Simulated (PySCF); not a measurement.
# PBE0/STO-6G run of BCl (SMILES [B]Cl)

What is the vertical singlet–triplet gap of BCl at PBE0/STO-6G? Input form: a Python script.

The calculation is run with PySCF 2.14.0.

17 further runs of the same task are left out: 7 that didn't finish, 10 set aside as unsound or not needed.

### Step 1. Starting point

BCl: 2 atoms, total charge 0, spin state singlet. As SMILES, `[B]Cl`. The coordinates come from a PBE0-D4/def2-TZVP relaxation.

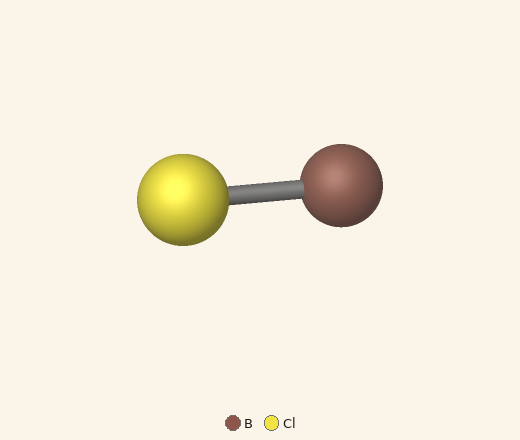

The structure, seen from a chosen angle (boron brown, chlorine yellow).

### Step 2. A single-point energy at PBE0/STO-6G

run.py reads:

```python
# BCl
from pyscf import gto, dft

system = gto.M(
    atom='''
B      0.000000     0.000000    -0.131638
Cl     0.000000     0.000000     3.114628
''',
    unit='bohr',
    spin=0,
    verbose=4,
    max_memory=1860,
    charge=0,
    basis='sto-6g',
)

calc0 = dft.RKS(system)
calc0.xc = 'pbe0'
calc0.grids.level = 5
calc0.conv_tol = 1e-10
calc0.kernel()
if not calc0.converged:
    calc0 = calc0.newton().run(calc0.mo_coeff, calc0.mo_occ)

e_tot = calc0.e_tot
print('E = %.10f Eh' % e_tot)
```

Started as:

```bash
OMP_NUM_THREADS=1 python run.py
```

The log of the run:

```text
PySCF version 2.14.0

[INPUT] num. atoms = 2
[INPUT] num. electrons = 22
[INPUT] charge = 0
[INPUT] spin (= nelec alpha-beta = 2S) = 0
[INPUT] symmetry False subgroup None
[INPUT] Mole.unit = bohr
[INPUT] Symbol           X                Y                Z      unit          X                Y                Z       unit  Magmom
[INPUT]  1 B      0.000000000000   0.000000000000  -0.069659829691 AA    0.000000000000   0.000000000000  -0.131638000000 Bohr   0.0
[INPUT]  2 Cl     0.000000000000   0.000000000000   1.648190158093 AA    0.000000000000   0.000000000000   3.114628000000 Bohr   0.0

nuclear repulsion = 26.1839294746641
number of shells = 8
number of NR pGTOs = 84
number of NR cGTOs = 14
basis = sto-6g
ecp = {}

******** <class 'pyscf.dft.rks.RKS'> ********
method = RKS
initial guess = minao
damping factor = 0
level_shift factor = 0
DIIS = <class 'pyscf.scf.diis.CDIIS'>
diis_start_cycle = 1
diis_space = 8
diis_damp = 0
SCF conv_tol = 1e-10
SCF conv_tol_grad = None
SCF max_cycles = 50
direct_scf = True
direct_scf_tol = 1e-13
XC library pyscf.dft.libxc version 7.0.0
    S. Lehtola, C. Steigemann, M. J.T. Oliveira, and M. A.L. Marques.,  SoftwareX 7, 1–5 (2018)
XC functionals = pbe0
radial grids:
    Treutler-Ahlrichs [JCP 102, 346 (1995); DOI:10.1063/1.469408] (M4) radial grids

becke partition: Becke, JCP 88, 2547 (1988); DOI:10.1063/1.454033
pruning grids: <function nwchem_prune>
grids dens level: 5
symmetrized grids: False
atomic radii adjust function: <function treutler_atomic_radii_adjust>
small_rho_cutoff = 0
Set gradient conv threshold to 1e-05
Initial guess from minao.
tot grids = 86208
init E= -482.988362345077
  HOMO = -0.19810272358759  LUMO = 0.0157057360313562  gap/eV = 5.81802
cycle= 1 E= -483.09213136203  delta_E= -0.104  |g|= 0.205  |ddm|= 1.62
  HOMO = -0.214546141906436  LUMO = 0.010417982254113  gap/eV = 6.12159
cycle= 2 E= -483.084361567193  delta_E= 0.00777  |g|= 0.268  |ddm|= 0.838
  HOMO = -0.174358196992084  LUMO = 0.0504827544205684  gap/eV = 6.11823
cycle= 3 E= -483.115022578669  delta_E= -0.0307  |g|= 0.00386  |ddm|= 0.454
  HOMO = -0.175603734454298  LUMO = 0.0518834897067675  gap/eV = 6.19024
cycle= 4 E= -483.115028781793  delta_E= -6.2e-06  |g|= 0.000295  |ddm|= 0.0123
  HOMO = -0.175497669056348  LUMO = 0.0519882071996283  gap/eV = 6.19021
cycle= 5 E= -483.115028840442  delta_E= -5.86e-08  |g|= 6.3e-05  |ddm|= 0.000783
  HOMO = -0.175509408652718  LUMO = 0.0519735597995524  gap/eV = 6.19013
cycle= 6 E= -483.115028842246  delta_E= -1.8e-09  |g|= 3.77e-06  |ddm|= 0.000124
  HOMO = -0.175509722851276  LUMO = 0.0519727152964548  gap/eV = 6.19011
cycle= 7 E= -483.115028842253  delta_E= -6.59e-12  |g|= 1.8e-08  |ddm|= 9.11e-06
  HOMO = -0.175509714664149  LUMO = 0.0519727118899261  gap/eV = 6.19011
Extra cycle  E= -483.115028842252  delta_E= 3.98e-13  |g|= 1.02e-08  |ddm|= 5.85e-08
converged SCF energy = -483.115028842252
E = -483.1150288423 Eh
```

Wall time 1.4 s (1 thread of Arm Neoverse V2, shared host); peak memory 0.16 GiB.

### Step 3. The triplet at the same level

run.py reads:

```python
from pyscf import gto, dft

mol = gto.M(
    atom='''
B      0.000000     0.000000    -0.069660
Cl     0.000000     0.000000     1.648190
''',
    spin=2,
    basis='sto-6g',
    max_memory=1860,
    charge=0,
    verbose=3,
)

ks = dft.UKS(mol)
ks.xc = 'pbe0'
ks.grids.level = 5
ks.conv_tol = 1e-10
ks.kernel()
if not ks.converged:
    ks = ks.newton().run(ks.mo_coeff, ks.mo_occ)

e_final = ks.e_tot
print(f'total energy: {e_final:.8f} hartree')
```

Started as:

```bash
OMP_NUM_THREADS=1 python run.py
```

The log of the run:

```text
WARN: HOMO 0.0157057358381205 >= LUMO -0.19810272449098

converged SCF energy = -483.047194497801  <S^2> = 2.0064869  2S+1 = 3.0043215
total energy: -483.04719450 hartree
```

Wall time 1.8 s (1 thread of Arm Neoverse V2, shared host); peak memory 0.17 GiB.

### Step 4. Summary of results

Level: PBE0/STO-6G.

```
                                        quantity          value
                           singlet: total energy  -483.11503 Eh
                          singlet: dipole moment         0.09 D
                            singlet: HOMO energy       -4.78 eV
                            singlet: LUMO energy        1.41 eV
                          singlet: HOMO–LUMO gap        6.19 eV
                           triplet: total energy  -483.04719 Eh
                          triplet: dipole moment         1.42 D
     triplet: HOMO energy (highest over α and β)       -2.60 eV
      triplet: LUMO energy (lowest over α and β)        0.13 eV
                                   triplet: ⟨S²⟩          2.006
vertical energy of the triplet above the singlet       1.846 eV
```

At this shape the triplet lies 1.85 eV (178 kJ/mol) above the singlet. In a minimal basis such a difference can be off by several eV, whatever the method.
